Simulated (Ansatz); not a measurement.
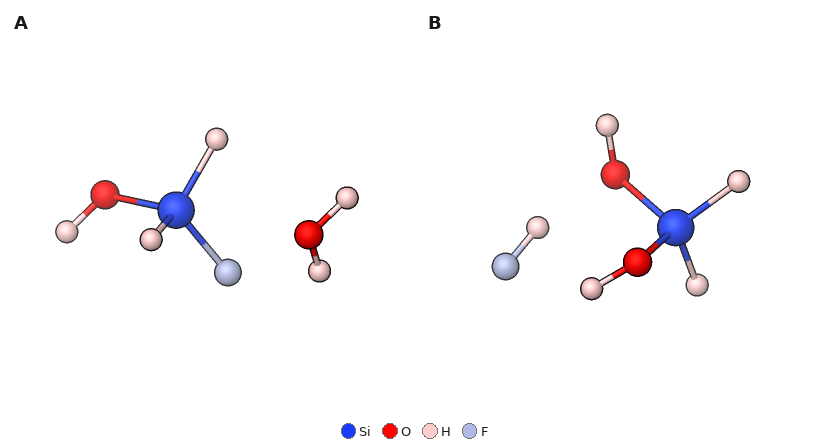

2 stationary structures of one formula. Geometries: PBE0-D4/def2-TZVP. Electronic energies: CCSD(T)/CBS (MP2 limit from def2-TZVPP and def2-QZVPP plus CCSD(T) − MP2) (Ansatz 0.2.0), without zero-point energy. Each is one conformer, not always the lowest.

Which is lowest in energy, and by how much?

Answer. A is lowest (a minimum); B lies 0.229 eV above it (a minimum).

Give E(B) − E(A) in eV at these levels too: RHF-MP2 (frozen core)/def2-QZVPP; r2SCAN-D4/def2-TZVPP; B3LYP-D4/def2-TZVPP; RHF-CCSD(T) (frozen core)/def2-TZVPP; RHF-CCSD(T) (frozen core)/def2-SVP; SPW92 (LDA)/def2-TZVPP; ωB97M-V/def2-SVP; RHF/STO-3G.

| level | E(B) − E(A) (eV) |
| --- | --- |
| RHF-MP2 (frozen core)/def2-QZVPP | +0.210 |
| r2SCAN-D4/def2-TZVPP | +0.203 |
| B3LYP-D4/def2-TZVPP | +0.204 |
| RHF-CCSD(T) (frozen core)/def2-TZVPP | +0.217 |
| RHF-CCSD(T) (frozen core)/def2-SVP | +0.179 |
| SPW92 (LDA)/def2-TZVPP | +0.028 |
| ωB97M-V/def2-SVP | +0.172 |
| RHF/STO-3G | +0.024 |
